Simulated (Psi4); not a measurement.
**BNH3F3 (SMILES [NH3+][B-](F)(F)F) at CCSD/cc-pVDZ**

Aim: the vertical singlet–triplet gap of BNH3F3 at CCSD/cc-pVDZ, from 2 runs. 

The calculation is run with Psi4 1.11.

## Step 1: The system as given

BNH3F3: 8 atoms, total charge 0, spin state singlet. SMILES: `[NH3+][B-](F)(F)F`. The shape is that of a PBE0-D4/def2-TZVP optimisation.

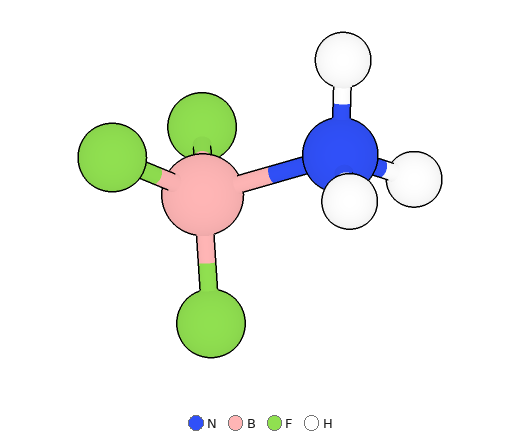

The structure, seen from a chosen angle (nitrogen blue, boron pink, fluorine green, hydrogen white).

## Step 2: The energy at CCSD/cc-pVDZ

The input, input.json:

```json
{
 "schema_name": "qcschema_input",
 "schema_version": 1,
 "molecule": {
  "schema_name": "qcschema_molecule",
  "schema_version": 2,
  "symbols": ["N", "B", "F", "F", "F", "H", "H", "H"],
  "geometry": [-0.94826457, -0.09902165, 1.22019616, 1.00438944, 0.0731324, -1.26252602, 2.87446241, -1.62592036, -0.71450545, -0.47507715, -0.58978352, -3.27659613, 1.78314557, 2.5384691, -1.28387993, -2.41941636, 1.10983615, 0.98643704, -0.01190527, 0.3677407, 2.82835309, -1.63329029, -1.88235619, 1.39707452],
  "molecular_charge": 0,
  "molecular_multiplicity": 1,
  "fix_symmetry": "c1",
  "fix_com": true,
  "fix_orientation": true
 },
 "driver": "energy",
 "model": {
  "method": "ccsd",
  "basis": "cc-pVDZ"
 },
 "keywords": {
  "puream": true,
  "e_convergence": 1e-09,
  "d_convergence": 1e-08,
  "scf_type": "pk",
  "num_frozen_docc": 5
 }
}
```

Run with:

```
$ psi4 --qcschema input.json -n 1 --memory 1600MB
```

stdout:

```text
[...]
  Running in c1 symmetry.
[...]
  Nuclear repulsion =  191.439123136867011
[...]
  Multiplicity = 1
[...]
  Nalpha       = 21
  Nbeta        = 21
[...]
    Number of basis functions: 85
[...]
   @RHF iter   1:  -379.30992792172196   -1.01427e+00   6.40365e-03 ADIIS/DIIS
[...]
   @RHF iter  10:  -379.43273811647288   -2.15437e-11   7.45768e-09 DIIS
[...]
    Orbital Energies [Eh]
    ---------------------
    Doubly Occupied:
       1A    -26.252258     2A    -26.252234     3A    -26.252222
       4A    -15.668914     5A     -7.721285     6A     -1.596101
       7A     -1.549633     8A     -1.549605     9A     -1.272659
      10A     -0.793778    11A     -0.759804    12A     -0.759785
      13A     -0.715806    14A     -0.702542    15A     -0.702529
      16A     -0.618810    17A     -0.618800    18A     -0.592462
      19A     -0.592447    20A     -0.573310    21A     -0.549729
[...]
  @RHF Final Energy:  -379.43273811647288
   => Energetics <=
    Nuclear Repulsion Energy =            191.4391231368670105
    One-Electron Energy =                -909.5542999940162190
    Two-Electron Energy =                 338.6824387406763321
    Total Energy =                       -379.4327381164728763
[...]
 Multipole Moments:
 ------------------------------------------------------------------------------------
     Multipole            Electronic (a.u.)      Nuclear  (a.u.)        Total (a.u.)
 ------------------------------------------------------------------------------------
 L = 1.  Multiply by 2.5417464519 to convert [e a0] to [Debye]
 Dipole X            :        -33.5354002           31.9622608           -1.5731395
 Dipole Y            :         -2.3115292            2.1726181           -0.1389111
 Dipole Z            :         42.0348305          -40.0342259            2.0006046
 Magnitude           :                                                    2.5488199
[...]
      * MP2 total energy                      = -380.260796097089781
[...]
      * CCSD total energy                     = -380.282159200476428
[...]
```

The result, in JSON:

```text
{
 "driver": "energy",
 "model": {
  "method": "ccsd",
  "basis": "cc-pVDZ"
 },
 "success": true,
 "return_result": -380.2821592004764,
 "properties": {
  "calcinfo_nbasis": 85,
  "calcinfo_nmo": 85,
  "calcinfo_nalpha": 21,
  "calcinfo_nbeta": 21,
  "calcinfo_natom": 8,
  "nuclear_repulsion_energy": 191.439123136867,
  "return_energy": -380.2821592004764,
  "scf_one_electron_energy": -909.5542999940162,
  "scf_two_electron_energy": 338.68243874067633,
  "scf_dipole_moment": [-1.5731394815556534, -0.13891111148359103, 2.0006045647883255],
  "scf_total_energy": -379.4327381164729,
  "scf_iterations": 10,
  "mp2_same_spin_correlation_energy": -0.22220133717205037,
  "mp2_opposite_spin_correlation_energy": -0.6058566434475964,
  "mp2_singles_energy": -3.033763831966924e-28,
  "mp2_doubles_energy": -0.8280579806196467,
  "mp2_correlation_energy": -0.8280579806196467,
  "mp2_total_energy": -380.2607960970898,
  "ccsd_same_spin_correlation_energy": -0.19908008526182985,
  "ccsd_opposite_spin_correlation_energy": -0.6503409987444505,
  "ccsd_singles_energy": 0.0,
  "ccsd_doubles_energy": -0.8494210840062804,
  "ccsd_correlation_energy": -0.8494210840062804,
  "ccsd_total_energy": -380.2821592004764,
  "ccsd_iterations": 16
 }
}
```

It took 18 s on 1 thread of AMD EPYC 9R45 (Zen 5), shared host; peak memory 0.5 GiB.

## Step 3: The triplet at the same level

The input, bf3h3n_ase.py:

```python
import numpy as np
from ase.calculators.psi4 import Psi4
from ase import Atoms

a = Atoms(['N', 'B', 'F', 'F', 'F', 'H', 'H', 'H'], positions=[
    [-0.501800, -0.052400, 0.645700],
    [0.531500, 0.038700, -0.668100],
    [1.521100, -0.860400, -0.378100],
    [-0.251400, -0.312100, -1.733900],
    [0.943600, 1.343300, -0.679400],
    [-1.280300, 0.587300, 0.522000],
    [-0.006300, 0.194600, 1.496700],
    [-0.864300, -0.996100, 0.739300],
])
calc = Psi4(atoms=a, method='ccsd', basis='cc-pVDZ', memory='1600MB', num_threads=1, charge=0, multiplicity=3, label='bf3h3n', reference='uhf')
calc.psi4.set_options({'puream': True, 'e_convergence': 1e-09, 'd_convergence': 1e-08, 'scf_type': 'pk', 'num_frozen_docc': 5, 'maxiter': 200})
a.calc = calc

print(f'energy: {a.get_potential_energy():.6f} eV')
```

Run with:

```
$ python bf3h3n_ase.py
```

bf3h3n.dat:

```text
[...]
  Running in c1 symmetry.
[...]
  Nuclear repulsion =  191.439123084637203
[...]
  Multiplicity = 3
[...]
  Nalpha       = 22
  Nbeta        = 20
[...]
    Number of basis functions: 85
[...]
   @UHF iter   1:  -378.95937382313656   -6.63712e-01   5.40400e-03 DIIS/ADIIS
[...]
   @UHF iter  16:  -379.06755026629321   -3.52429e-12   7.00213e-09 DIIS
[...]
   @S^2 Observed:                2.012210381E+00
[...]
    Orbital Energies [Eh]
    ---------------------
    Alpha Occupied:
       1A    -26.340234     2A    -26.340229     3A    -26.340215
       4A    -15.789386     5A     -7.821422     6A     -1.680513
       7A     -1.633314     8A     -1.633303     9A     -1.419216
      10A     -0.913505    11A     -0.848692    12A     -0.848666
      13A     -0.819789    14A     -0.782191    15A     -0.782179
      16A     -0.701526    17A     -0.701522    18A     -0.685543
      19A     -0.670449    20A     -0.670441    21A     -0.650767
      22A     -0.145889
    Alpha Virtual:
      23A      0.144185    24A      0.144209    25A      0.289747
[...]
  @UHF Final Energy:  -379.06755026629321
   => Energetics <=
    Nuclear Repulsion Energy =            191.4391230846372025
    One-Electron Energy =                -906.0134894953134790
    Two-Electron Energy =                 335.5068161443830377
    Total Energy =                       -379.0675502662932104
  UHF NO Occupations:
  HONO-2 :   20  A 1.9969775
  HONO-1 :   21  A 1.0000000
[...]
 Multipole Moments:
 ------------------------------------------------------------------------------------
     Multipole            Electronic (a.u.)      Nuclear  (a.u.)        Total (a.u.)
 ------------------------------------------------------------------------------------
 L = 1.  Multiply by 2.5417464519 to convert [e a0] to [Debye]
 Dipole X            :          3.7008241           -4.1662771           -0.4654531
 Dipole Y            :          0.3269384           -0.3675062           -0.0405678
 Dipole Z            :         -4.7066175            5.2976523            0.5910348
 Magnitude           :                                                    0.7534019
[...]
      * MP2 total energy                      = -379.893951336639248
[...]
      * CCSD total energy                     = -379.920695102913726
```

On the terminal:

```text
energy: -10338.168693 eV
```

It took 52 s on 1 thread of AMD EPYC 9R45 (Zen 5), shared host; peak memory 0.62 GiB.

## Step 4: Results

At CCSD/cc-pVDZ, 5 core orbitals frozen:

```
                                                           quantity          value
                                              singlet: total energy  -380.28216 Eh
                       singlet: HOMO energy (Hartree–Fock orbitals)      -14.96 eV
                       singlet: LUMO energy (Hartree–Fock orbitals)        3.55 eV
                     singlet: HOMO–LUMO gap (Hartree–Fock orbitals)       18.51 eV
               singlet: correlation energy (5 core orbitals frozen)     -849.4 mEh
                                             singlet: T1 diagnostic          0.010
                                              triplet: total energy  -379.92070 Eh
triplet: HOMO energy (Hartree–Fock orbitals) (highest over α and β)       -3.97 eV
               triplet: correlation energy (5 core orbitals frozen)     -853.1 mEh
                         triplet: ⟨S²⟩ of the reference determinant          2.012
                                             triplet: T1 diagnostic          0.039
                   vertical energy of the triplet above the singlet       9.836 eV
```

At this shape the triplet lies 9.84 eV (227 kcal/mol) above the singlet.
